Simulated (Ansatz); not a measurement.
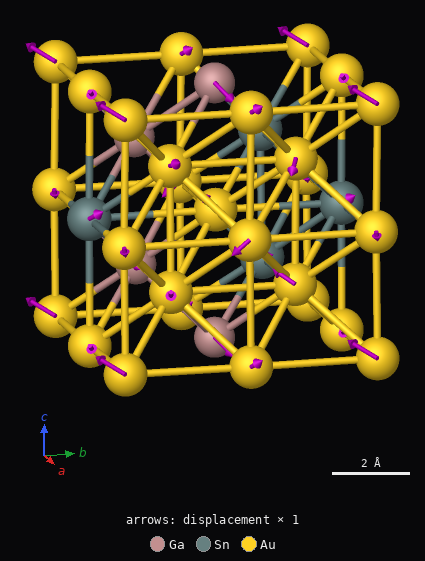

This is a relaxation of crystalline Ga3Sn3Au10 (a generated structure, set up in P1) (coarse preliminary run). The starting structure is drawn; purple arrows show the displacements (the part carried along by the change of the cell is left out), at their true length.

A ball-and-stick model of the cell of the calculation, seen slightly off an axis.

Case: elements placed on the bcc lattice with like neighbours.

Method: DFT PBEsol, scalar-relativistic, plane waves, PAW (Ansatz 0.2.0).

Input file:
```yaml
crystal:
  lattice:
    - [6.84702128, 0.0, 0.0]
    - [0.0, 6.84702128, 0.0]
    - [0.0, 0.0, 6.84702128]
  atoms:
    - { symbol: Ga, position: [0.2470535553, 0.2553526489, 0.2484025923] }
    - { symbol: Ga, position: [0.5002220654, 0.4976862103, 0.0028700184] }
    - { symbol: Ga, position: [0.2537377892, 0.2472637857, 0.7499000636] }
    - { symbol: Sn, position: [0.5039567821, 0.9994683468, 0.5008273932] }
    - { symbol: Sn, position: [0.2525839749, 0.7549329134, 0.2455989229] }
    - { symbol: Sn, position: [0.2456647551, 0.7487743513, 0.7467442894] }
    - { symbol: Au, position: [0.9999915932, 0.0056829439, 0.002186474] }
    - { symbol: Au, position: [0.5047707561, 0.0011142969, 0.0013501565] }
    - { symbol: Au, position: [0.9990173547, 0.5046913339, 0.0004713871] }
    - { symbol: Au, position: [0.9997531219, 0.9997483642, 0.5004737315] }
    - { symbol: Au, position: [0.7516413581, 0.2549613195, 0.2535560764] }
    - { symbol: Au, position: [6.22009e-05, 0.4979492727, 0.5002863959] }
    - { symbol: Au, position: [0.5017904983, 0.5009908682, 0.5044819756] }
    - { symbol: Au, position: [0.7456846653, 0.7487993145, 0.2520093667] }
    - { symbol: Au, position: [0.7506778358, 0.2510772019, 0.7495222678] }
    - { symbol: Au, position: [0.7502773686, 0.7507704263, 0.7466981683] }
  symmetry: { detect: false }
basis:
  ecutwfc: 420
kpoints:
  mp_grid: { grid: [2, 2, 2], shift: [0.5, 0.5, 0.5] }
hamiltonian:
  xc: pbesol
scf:
  occupations: { method: gaussian, width: 0.1 }
  lower_state_search: "off"
output:
  forces: true
  stress: true
  eigenvalues: true
relax:
  adjacent_minimum: "off"
  f_tol: 0.04
  max_steps: 50
  cell: { stress_tol: 0.3 }
```

Launched with:
```bash
ansatz run input.yaml --threads 4 --pin off --max-ram 9216MiB --backend cpu --events-out ev --progress --plain --runs-dir out
```

### What happened in the run?

Au7 moves most relative to the cell: 1.15 Å along [−3 −2 1]. By element the largest moves are Au 1.15 Å, Ga 0.85 Å, Sn 0.57 Å. The drawn cell changes as follows: a 6.847 → 6.782 Å (−1.0 %), b 6.847 → 6.789 Å (−0.8 %), c 6.847 → 6.621 Å (−3.3 %), α 90.0° → 89.1°, β 90.0° → 92.8°, γ 90.0° → 85.8°; the volume changes by −5.4 %. Near-neighbour distances that change, for instance: Ga1–Au7 2.937 → 3.961 Å, Ga3–Au7 2.956 → 3.952 Å, Au7–Au9 3.417 → 4.395 Å, Ga3–Au15 3.445 → 2.603 Å. New bonds form, among them: Ga3–Au15 (3.44 → 2.60 Å). Bond angles that change, for instance: Sn5–Au7–Au15 178.5° → 119.5°, Sn6–Ga2–Au11 179.5° → 140.7°, Au14–Au7–Au15 109.3° → 147.5°. The space group stays P1 (No. 1). Over 15 accepted moves (18 points after the start) the energy falls by 2.818 eV per cell of the calculation. Largest force component: 1.6 eV/Å at the start, 0.036 eV/Å at the end. The pressure goes from −8.35 to 0.02 GPa. The line search rejected the trial steps at points 10, 16 of the run. The SCF was repeated once at an unchanged geometry on a basis and grid sized afresh for the cell, which shifted the energy by 4.9 meV per cell of the calculation at most.

Limits of the set-up: the k-point mesh is coarse for a cell with partly filled bands.
